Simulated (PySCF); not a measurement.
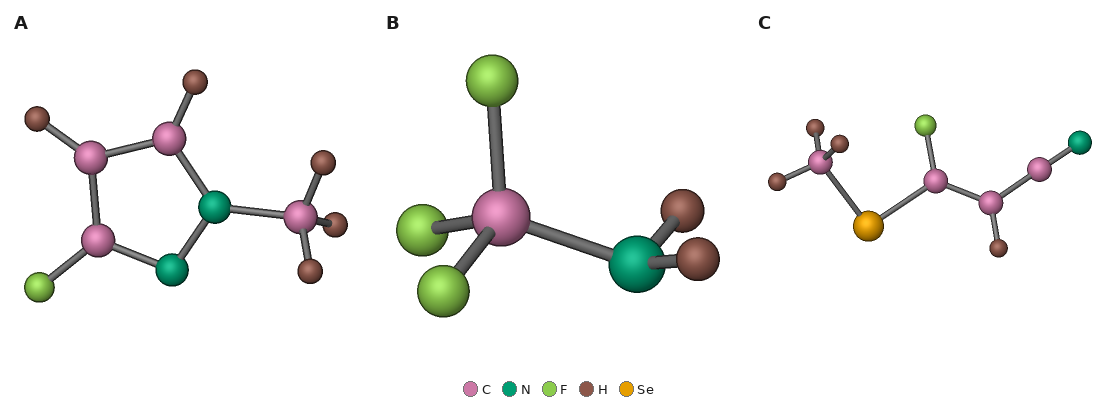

Source: calculation with PySCF.

```xyz
7
charge 0, multiplicity 1
N     0.0787    0.1413   -0.8991
C    -0.2258   -0.0287    0.4497
F    -1.1483   -0.9778    0.5966
F    -0.6847    1.1098    0.9659
F     0.8220   -0.3972    1.2214
H     0.3924   -0.7262   -1.3237
H     0.7652    0.8766   -1.0381
```

Which picture belongs to the input above?

B. The file holds CH2F3N, `NC(F)(F)F`.
